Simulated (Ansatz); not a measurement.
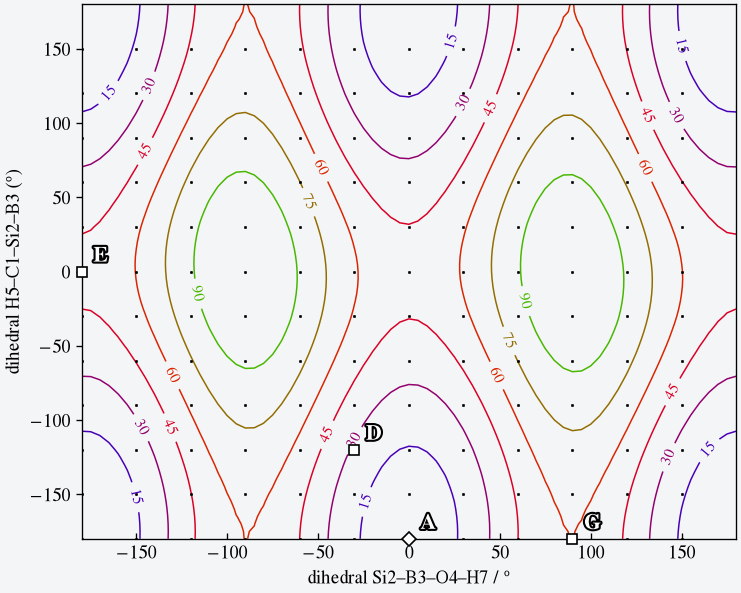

CH₃BOSi, SMILES C#[Si]BO. Coordinates scanned: (1) dihedral Si2–B3–O4–H7; (2) dihedral H5–C1–Si2–B3. Nothing is relaxed (all other coordinates rigid). The grid has 12 × 12 points; 116 points were computed and 28 follow by symmetry. Points are written as (first, second). Energies are in kJ/mol, from the lowest grid point. The dihedral twists a double bond; near 90° a spin-restricted reference is unreliable. The calculation used RKS PBE0-D4/def2-TZVP (Ansatz 0.2.0).

In the figure: contour lines labelled in kJ/mol, dots at the grid points, lettered points. Between grid points the surface is interpolated.

**What kind of point is each of A, D, E, G: minimum, saddle, maximum or slope?**

A: minimum; D: on a slope; E: saddle point; G: saddle point. (In these two coordinates alone; a stationary point may lie a little off the grid point.)

**Rank the lettered points by energy, lowest first.**

A (4.9 kJ/mol), D (28 kJ/mol), E (48 kJ/mol), G (60 kJ/mol).
